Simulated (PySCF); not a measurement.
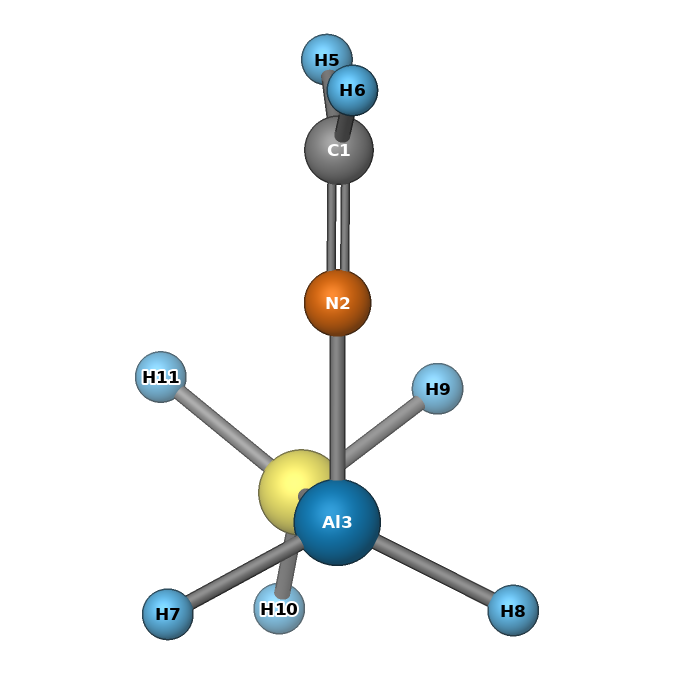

As4 lies behind Al3. The molecule seen nearly along the Al3–As4 bond, Al3 in front. Distant atoms are faded towards the background colour. Computed geometry: PBE0-D3(BJ)/def2-SVP optimisation. No frequency run is at hand to confirm it as a minimum.

What is the torsion angle N2–Al3–As4–H9? The sign is positive where the front bond must turn clockwise to cover the back bond.

Answer. 56°, synclinal (gauche). The bonds about Al3–As4 are staggered.
